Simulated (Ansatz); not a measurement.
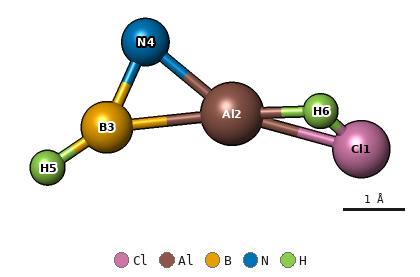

Fig. 1: The starting structure (ball-and-stick view, seen on its broad side; atoms are numbered from 1 in the order of the input). Sticks mark near contacts. Bond lengths as drawn: Al–B 2.09 Å, Al–Cl 2.22 Å, Al–H 1.54 Å, Al–N 1.87 Å, B–H 1.19 Å, B–N 1.55 Å and Cl–H 1.01 Å.

# Geometry relaxation, with input and output: AlBNH$_{2}$Cl (part 1 of 2)

AlBNH$_{2}$Cl, computed with UKS B3LYP-D4/6-31G* (Ansatz 0.2.0).

It belongs to a series of runs on one base structure; here: end point B relaxed. Figures and captions count atoms from 1; the log counts them from 0 in places.

Input
```yaml
crystal:
  periodic: [false, false, false]
  atoms:
    - { symbol: Cl, position_ang: [-1.4646, -2.8591, 0.2871] }
    - { symbol: Al, position_ang: [-0.3384, -0.9498, 0.1654] }
    - { symbol: B, position_ang: [0.6658, 0.6588, -0.7041] }
    - { symbol: "N", position_ang: [0.4701, 0.5946, 0.8359] }
    - { symbol: H, position_ang: [1.1053, 1.2356, -1.6503] }
    - { symbol: H, position_ang: [-1.47913, -1.89344, 0.58954] }
magnetization:
  spin_polarized: true
basis:
  gaussian: { orbitals: "6-31G*" }
hamiltonian:
  xc: b3lyp
  dispersion: d4
relax:
  f_tol: 0.02
  max_steps: 50
```

Run on 2 threads of AMD EPYC (Zen 3), 16 GiB of memory available, shared host.

Command:
```bash
ansatz run input.yaml --threads 2 --pin off --max-ram 3072MiB --backend cpu --events-out ev --progress --plain --runs-dir out
```

Output
```
The last accepted step is kept in [file] (removed where the run ends without a failure and the disk answers)
Engine: ansatz 0.2.0, x86_64-unknown-linux-gnu
Functional definition: B3LYP
  parameter a0 = 0.2
  parameter ax = 0.72
  parameter ac = 0.81
  exchange = (1 - a0 - ax)*slater_x + ax*b88_x + a0*exact_x
  correlation = (1 - ac)*vwn_rpa_c + ac*lyp_c
750 factors; integrals over basis functions are off by at most 3.0e-4 eV
mean field evaluation 1: about -21295.9976 eV, gradient 5.2e1 eV
mean field evaluation 2: about -21123.0767 eV, gradient 1.2e2 eV
mean field evaluation 4: about -21307.1494 eV, gradient 2.1e1 eV
mean field evaluation 8: about -21310.6744 eV, gradient 2.6e-1 eV
mean field evaluation 16: about -21310.6874 eV, gradient 1.2e-4 eV
mean field evaluation 32: about -21310.7304 eV, gradient 1.4e-5 eV
mean field -21310.73036836 eV, -783.1548961054 hartree, gradient 1.4e-5 eV, S^2 0.432230; 6 other end points of the search recorded, 0 dependent functions left out
the calculation of the forces begins
reference -21310.73060741 eV, -783.1549048903 hartree; 22, 22 occupied and 50, 50 virtual orbitals, 750 factors
relax step   1: F+E_penalty+E_count = -21310.91873054 eV  Δ(F+E_penalty+E_count) = +0.000e0 eV  max|allowed force component| = 2.257e1 eV/Å  Δτ_max = 0.0000 Å  (140 SCF iters, accepted)
these checks for a lower state are left out or cut short: starts, cluster_reference, orbital_swaps, neighbouring_geometries, increment
750 factors; integrals over basis functions are off by at most 4.7e-4 eV
mean field -21314.83163979 eV, -783.3056150505 hartree, gradient 1.7e-5 eV, S^2 0.344286; 0 other end points of the search recorded, 0 dependent functions left out
[... from here on the field's lines of each further geometry are left out, up to the last ...]
relax step   2: F+E_penalty+E_count = -21315.01438712 eV  Δ(F+E_penalty+E_count) = -4.096e0 eV  max|allowed force component| = 8.799e0 eV/Å  Δτ_max = 0.1906 Å  (45 SCF iters, accepted)
relax step   3: F+E_penalty+E_count = -21316.76734702 eV  Δ(F+E_penalty+E_count) = -1.753e0 eV  max|allowed force component| = 7.365e0 eV/Å  Δτ_max = 0.1942 Å  (52 SCF iters, accepted)
relax step   4: F+E_penalty+E_count = -21317.78601905 eV  Δ(F+E_penalty+E_count) = -1.019e0 eV  max|allowed force component| = 1.705e0 eV/Å  Δτ_max = 0.1948 Å  (35 SCF iters, accepted)
relax step   5: F+E_penalty+E_count = -21318.32588976 eV  Δ(F+E_penalty+E_count) = -5.399e-1 eV  max|allowed force component| = 1.550e0 eV/Å  Δτ_max = 0.1907 Å  (34 SCF iters, accepted)
relax step   6: F+E_penalty+E_count = -21318.74535897 eV  Δ(F+E_penalty+E_count) = -4.195e-1 eV  max|allowed force component| = 1.594e0 eV/Å  Δτ_max = 0.1951 Å  (32 SCF iters, accepted)
relax step   7: F+E_penalty+E_count = -21319.05336799 eV  Δ(F+E_penalty+E_count) = -3.080e-1 eV  max|allowed force component| = 1.422e0 eV/Å  Δτ_max = 0.1998 Å  (31 SCF iters, accepted)
relax step   8: F+E_penalty+E_count = -21319.25366647 eV  Δ(F+E_penalty+E_count) = -2.003e-1 eV  max|allowed force component| = 6.033e-1 eV/Å  Δτ_max = 0.2000 Å  (32 SCF iters, accepted)
relax step   9: F+E_penalty+E_count = -21319.36743118 eV  Δ(F+E_penalty+E_count) = -1.138e-1 eV  max|allowed force component| = 2.896e-1 eV/Å  Δτ_max = 0.1999 Å  (32 SCF iters, accepted)
relax step  10: F+E_penalty+E_count = -21319.41715629 eV  Δ(F+E_penalty+E_count) = -4.973e-2 eV  max|allowed force component| = 4.530e-1 eV/Å  Δτ_max = 0.1998 Å  (34 SCF iters, accepted)
relax step  11: F+E_penalty+E_count = -21319.46355835 eV  Δ(F+E_penalty+E_count) = -4.640e-2 eV  max|allowed force component| = 4.924e-1 eV/Å  Δτ_max = 0.1999 Å  (31 SCF iters, accepted)
relax step  12: F+E_penalty+E_count = -21319.45415319 eV  Δ(F+E_penalty+E_count) = +9.405e-3 eV  max|allowed force component| = 1.089e0 eV/Å  Δτ_max = 0.1510 Å  (31 SCF iters, rejected (line search))
relax step  13: F+E_penalty+E_count = -21319.47160626 eV  Δ(F+E_penalty+E_count) = -8.048e-3 eV  max|allowed force component| = 1.363e-1 eV/Å  Δτ_max = 0.0736 Å  (32 SCF iters, accepted)
relax step  14: F+E_penalty+E_count = -21319.47621350 eV  Δ(F+E_penalty+E_count) = -4.607e-3 eV  max|allowed force component| = 8.850e-2 eV/Å  Δτ_max = 0.0955 Å  (31 SCF iters, accepted)
relax step  15: F+E_penalty+E_count = -21319.47635070 eV  Δ(F+E_penalty+E_count) = -1.372e-4 eV  max|allowed force component| = 3.223e-1 eV/Å  Δτ_max = 0.1463 Å  (29 SCF iters, accepted)
relax step  16: F+E_penalty+E_count = -21319.48120813 eV  Δ(F+E_penalty+E_count) = -4.857e-3 eV  max|allowed force component| = 2.346e-1 eV/Å  Δτ_max = 0.1385 Å  (32 SCF iters, accepted)
relax step  17: F+E_penalty+E_count = -21319.47541807 eV  Δ(F+E_penalty+E_count) = +5.790e-3 eV  max|allowed force component| = 5.378e-1 eV/Å  Δτ_max = 0.1833 Å  (30 SCF iters, rejected (line search))
relax step  18: F+E_penalty+E_count = -21319.48532159 eV  Δ(F+E_penalty+E_count) = -4.113e-3 eV  max|allowed force component| = 8.601e-3 eV/Å  Δτ_max = 0.0785 Å  (31 SCF iters, accepted)
relax step  19: F+E_penalty+E_count = -21319.48714963 eV  Δ(F+E_penalty+E_count) = -1.828e-3 eV  max|allowed force component| = 6.351e-2 eV/Å  Δτ_max = 0.0977 Å  (30 SCF iters, accepted)
relax step  20: F+E_penalty+E_count = -21319.48410377 eV  Δ(F+E_penalty+E_count) = +3.046e-3 eV  max|allowed force component| = 2.805e-1 eV/Å  Δτ_max = 0.1462 Å  (30 SCF iters, rejected (line search))
relax step  21: F+E_penalty+E_count = -21319.48840303 eV  Δ(F+E_penalty+E_count) = -1.253e-3 eV  max|allowed force component| = 7.537e-3 eV/Å  Δτ_max = 0.0633 Å  (32 SCF iters, accepted)
relax step  22: F+E_penalty+E_count = -21319.48919714 eV  Δ(F+E_penalty+E_count) = -7.941e-4 eV  max|allowed force component| = 4.256e-2 eV/Å  Δτ_max = 0.0742 Å  (32 SCF iters, accepted)
relax step  23: F+E_penalty+E_count = -21319.48856368 eV  Δ(F+E_penalty+E_count) = +6.335e-4 eV  max|allowed force component| = 1.990e-1 eV/Å  Δτ_max = 0.1107 Å  (31 SCF iters, rejected (line search))
relax step  24: F+E_penalty+E_count = -21319.48962473 eV  Δ(F+E_penalty+E_count) = -4.276e-4 eV  max|allowed force component| = 5.044e-2 eV/Å  Δτ_max = 0.0530 Å  (30 SCF iters, accepted)
relax step  25: F+E_penalty+E_count = -21319.48989208 eV  Δ(F+E_penalty+E_count) = -2.673e-4 eV  max|allowed force component| = 7.718e-2 eV/Å  Δτ_max = 0.0549 Å  (31 SCF iters, accepted)
relax step  26: F+E_penalty+E_count = -21319.48984903 eV  Δ(F+E_penalty+E_count) = +4.304e-5 eV  max|allowed force component| = 9.221e-2 eV/Å  Δτ_max = 0.0576 Å  (30 SCF iters, rejected (line search))
relax step  27: F+E_penalty+E_count = -21319.49014549 eV  Δ(F+E_penalty+E_count) = -2.534e-4 eV  max|allowed force component| = 4.374e-2 eV/Å  Δτ_max = 0.0283 Å  (31 SCF iters, accepted)
relax step  28: F+E_penalty+E_count = -21319.49028515 eV  Δ(F+E_penalty+E_count) = -1.397e-4 eV  max|allowed force component| = 4.916e-2 eV/Å  Δτ_max = 0.0417 Å  (31 SCF iters, accepted)
relax step  29: F+E_penalty+E_count = -21319.49013140 eV  Δ(F+E_penalty+E_count) = +1.537e-4 eV  max|allowed force component| = 5.627e-2 eV/Å  Δτ_max = 0.0372 Å  (31 SCF iters, rejected (line search))
relax step  30: F+E_penalty+E_count = -21319.49034692 eV  Δ(F+E_penalty+E_count) = -6.177e-5 eV  max|allowed force component| = 4.309e-2 eV/Å  Δτ_max = 0.0183 Å  (26 SCF iters, accepted)
relax step  31: F+E_penalty+E_count = -21319.49038139 eV  Δ(F+E_penalty+E_count) = -3.448e-5 eV  max|allowed force component| = 3.228e-2 eV/Å  Δτ_max = 0.0185 Å  (32 SCF iters, accepted)
relax step  32: F+E_penalty+E_count = -21319.49040266 eV  Δ(F+E_penalty+E_count) = -2.127e-5 eV  max|allowed force component| = 2.828e-2 eV/Å  Δτ_max = 0.0243 Å  (32 SCF iters, accepted)
relax step  33: F+E_penalty+E_count = -21319.49043404 eV  Δ(F+E_penalty+E_count) = -3.138e-5 eV  max|allowed force component| = 2.760e-2 eV/Å  Δτ_max = 0.0051 Å  (25 SCF iters, accepted)
the calculation of the forces begins
reference -21319.28060291 eV, -783.4691114294 hartree; 22, 22 occupied and 50, 50 virtual orbitals, 750 factors
relax step  34: F+E_penalty+E_count = -21319.49049127 eV  Δ(F+E_penalty+E_count) = -5.723e-5 eV  max|allowed force component| = 1.062e-3 eV/Å  Δτ_max = 0.0052 Å  (26 SCF iters, accepted)
750 factors; integrals over basis functions are off by at most 5.5e-4 eV
mean field evaluation 288: about -21319.2801 eV, gradient 2.2e-1 eV
```

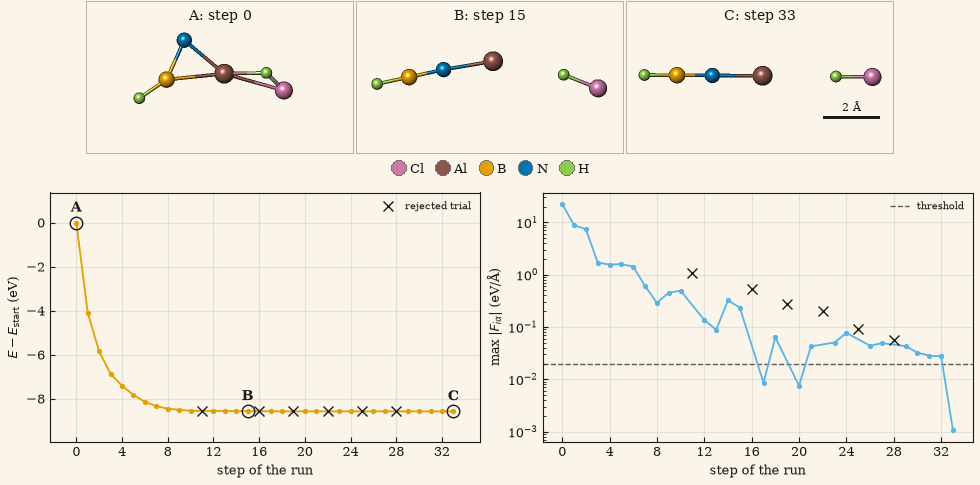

Fig. 2: Frames of the relaxation (ball-and-stick view, seen on its broad side) above the curves, on which the letters mark them (the first geometry is step 0 here and step 1 in the log).

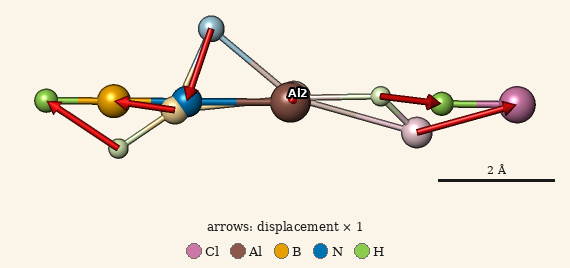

Fig. 3: Start (faint) and end (solid) with the displacements as red arrows, at true length (ball-and-stick view, seen on its broad side). The two geometries are laid on each other by the best rigid fit. Cl1 moves most after the best rigid fit: 1.80 Å. By element the largest moves are Cl 1.80 Å, H 1.50 Å, N 1.34 Å, B 1.07 Å, Al 0.15 Å. Distances before and after: Cl1–Al2 2.220 → 3.937 Å, Al2–H6 1.540 → 2.627 Å, Al2–B3 2.086 → 3.065 Å, Cl1–H6 1.012 → 1.309 Å. Bonds break: Al2–B3 (2.09 → 3.06 Å), Al2–H6 (1.54 → 2.63 Å), Cl1–Al2 (2.22 → 3.94 Å). Among the angles that change: Al2–N4–B3 74.5° → 179.9°, N4–B3–H5 148.6° → 180.0°. After 33 geometry steps the energy has fallen by 8.572 eV. The largest force component goes from 23 to 0.0011 eV/Å. The line search rejected the trial steps at points 11, 16, 19, 22, 25, 28 (counted from 0) and went back. (Atoms are counted from 1 in the order of the input.)

```
mean field -21319.28034282 eV, -783.4691018713 hartree, gradient 5.0e-6 eV, S^2 0.000000; 1 other end points of the search recorded, 0 dependent functions left out
the calculation of the forces begins
reference -21319.28060291 eV, -783.4691114294 hartree; 22, 22 occupied and 50, 50 virtual orbitals, 750 factors
Total energy: -21319.49075136 eV, -783.4768342425 hartree
Atom 0 at    -2.511882    -3.988376     1.192167 Å, force     0.000136    -0.000079    -0.000108 eV/Å
Atom 1 at    -0.396645    -0.874466     0.040695 Å, force    -0.000344     0.000576     0.000331 eV/Å
Atom 2 at     1.241230     1.558664    -0.847940 Å, force    -0.000848    -0.001061    -0.000169 eV/Å
Atom 3 at     0.565022     0.555735    -0.480892 Å, force     0.001062     0.000011    -0.000464 eV/Å
Atom 4 at     1.868472     2.488892    -1.188644 Å, force     0.000217     0.000697     0.000270 eV/Å
Atom 5 at    -1.807127    -2.953790     0.808153 Å, force    -0.000222    -0.000144     0.000140 eV/Å
Dipole moment:     0.481016     0.709603    -0.261626 e Å
```

Trajectory as extended XYZ (Å, eV, eV/Å), 34 frames, from step=1 to step=34
```
6
Properties=species:S:1:pos:R:3:forces:R:3 step=1 energy=-21310.91873
Cl   -1.4646   -2.8591    0.2871   -1.1964 -22.5720  -5.5806
Al   -0.3384   -0.9498    0.1654    4.7134   6.1112  -1.0208
B     0.6658    0.6588   -0.7041   -0.1824   0.4702   5.6420
N     0.4701    0.5946    0.8359    0.2535  -1.0242  -6.1254
H     1.1053    1.2356   -1.6503   -0.1180  -0.0991   0.0034
H    -1.4791   -1.8934    0.5895   -3.4702  17.1139   7.0813
6
Properties=species:S:1:pos:R:3:forces:R:3 step=2 energy=-21315.01439
Cl   -1.4850   -3.0390    0.3465   -0.3461  -8.7990  -0.9688
Al   -0.3178   -0.8974    0.1273    1.5857   2.5195  -0.1219
B     0.7210    0.7280   -0.6618    0.6444   1.6624   4.8185
N     0.5265    0.6086    0.7402    0.5827  -0.3033  -5.3759
H     1.1203    1.2872   -1.6324   -0.1993  -0.3290  -0.1582
H    -1.6059   -1.9006    0.6037   -2.2675   5.2494   1.8063
6
Properties=species:S:1:pos:R:3:forces:R:3 step=3 energy=-21316.76735
Cl   -1.5043   -3.2203    0.4132   -0.7160  -2.6028   0.3507
Al   -0.3105   -0.8427    0.1161   -0.2439   0.4844   0.4818
B     0.7862    0.8311   -0.5681    3.0024   4.2017  -7.3653
N     0.6083    0.6375    0.6000   -1.0948  -1.7600   6.3673
H     1.1115    1.3003   -1.6181   -0.3262  -0.5206   0.1270
H    -1.7321   -1.9192    0.5804   -0.6216   0.1974   0.0385
6
Properties=species:S:1:pos:R:3:forces:R:3 step=4 energy=-21317.78602
Cl   -1.5936   -3.3808    0.4783   -0.7038  -0.6630   0.3661
Al   -0.3231   -0.7684    0.1191   -0.5658   0.0491   0.5475
B     0.8601    0.9404   -0.6054    1.2100   1.7046   0.9162
N     0.6621    0.6564    0.6353    0.1675  -0.0726  -1.3393
H     1.1381    1.3497   -1.6642   -0.0666  -0.0754  -0.3280
H    -1.7846   -2.0106    0.5604   -0.0413  -0.9427  -0.1625
6
Properties=species:S:1:pos:R:3:forces:R:3 step=5 energy=-21318.32589
Cl   -1.6925   -3.5357    0.5294   -0.5352   0.5999   0.2261
Al   -0.3762   -0.7041    0.1542   -0.4941   0.1101   0.6001
B     0.9416    1.0558   -0.5997    0.9178   1.0846  -0.4450
N     0.7136    0.6816    0.5894   -0.1720  -0.3680  -0.0546
H     1.1691    1.3926   -1.6959    0.0391   0.1238  -0.1566
H    -1.7965   -2.1036    0.5462    0.2446  -1.5504  -0.1700
6
Properties=species:S:1:pos:R:3:forces:R:3 step=6 energy=-21318.74536
Cl   -1.8260   -3.6747    0.5592   -0.1780   1.0037   0.0644
Al   -0.4898   -0.6012    0.2571    0.0203   0.4654   0.5845
B     1.0273    1.1513   -0.6222    0.3577   0.1851  -0.0412
N     0.7610    0.7138    0.5470   -0.3531  -0.3008  -0.5975
H     1.2203    1.4419   -1.7435    0.1357   0.2408   0.0494
H    -1.7337   -2.2445    0.5260    0.0175  -1.5942  -0.0595
6
Properties=species:S:1:pos:R:3:forces:R:3 step=7 energy=-21319.05337
Cl   -1.9144   -3.7716    0.5499    0.0091   1.0524   0.0110
Al   -0.5607   -0.5268    0.4284    0.1846   0.4375   0.4104
B     1.0711    1.1825   -0.6866    0.2255   0.1354   0.0204
N     0.7635    0.7411    0.4712   -0.3901  -0.3031  -0.5464
H     1.3222    1.5401   -1.7792    0.0812   0.0993   0.1209
H    -1.7226   -2.3787    0.5398   -0.1104  -1.4216  -0.0162
```
